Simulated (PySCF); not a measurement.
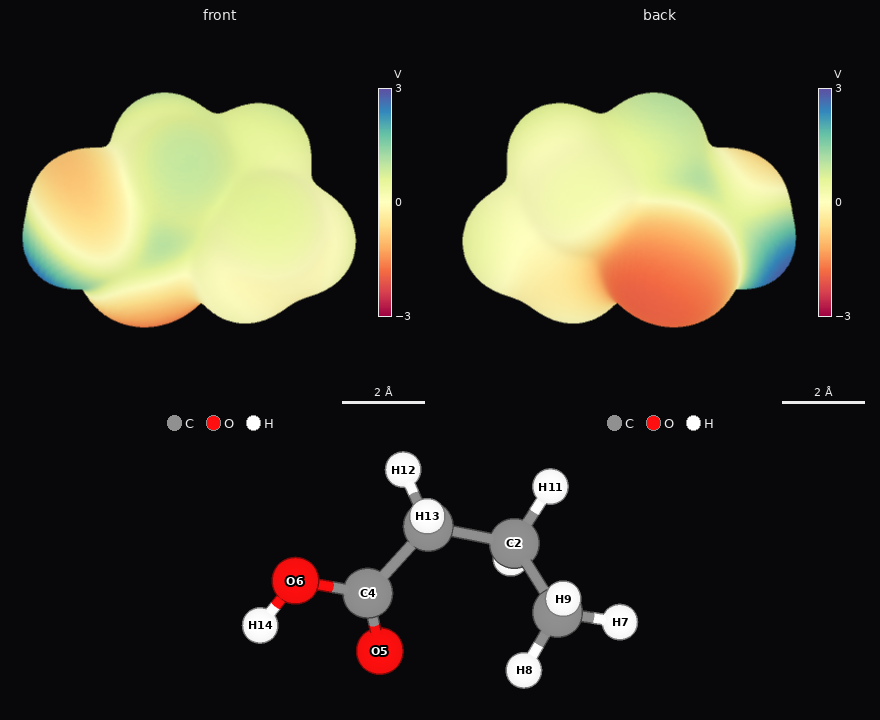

The picture shows: C4H8O2 (SMILES CCCC(=O)O). The molecular electrostatic potential painted on the density surface at 0.002 e/bohr³, seen from the front and from behind; the colour scale runs from red (negative) to blue (positive). The bare structure is drawn below in the same view.

Geometry: PBE0-D3(BJ)/def2-SVP.

All numbers below come from WP04/pcSseg-1, SCF density, in a chloroform solvent model, non-relativistic (PySCF 2.14.0).

The calculation's input:

```
{"job": {"xc": "WP04", "basis": "pcSseg-1", "solvent": "chloroform", "kind": "nmr", "pop": true}, "charge": 0, "multiplicity": 1}
C     -1.587572     0.823680     0.216448
C     -0.999658    -0.548722    -0.073920
C      0.441747    -0.702671     0.383936
C      1.424430     0.103621    -0.422958
O      1.180955     0.701544    -1.438863
O      2.654137     0.070763     0.111161
H     -2.633856     0.886601    -0.118627
H     -1.022680     1.610549    -0.304772
H     -1.570664     1.046455     1.296008
H     -1.047562    -0.750247    -1.156130
H     -1.605278    -1.327137     0.417997
H      0.774412    -1.752966     0.316338
H      0.568218    -0.428400     1.444935
H      3.220540     0.592298    -0.478109
```

Command:

```sh
OMP_NUM_THREADS=1 python ens_run.py task.json out
```

Describe the electrostatic potential map.

Answer. The most negative region (about −1.9 V, or −44 kcal/mol for a unit charge) lies over O5, the most positive (about +2.6 V, or +60 kcal/mol for a unit charge) over H14. O5 is the likeliest acceptor of a hydrogen bond.
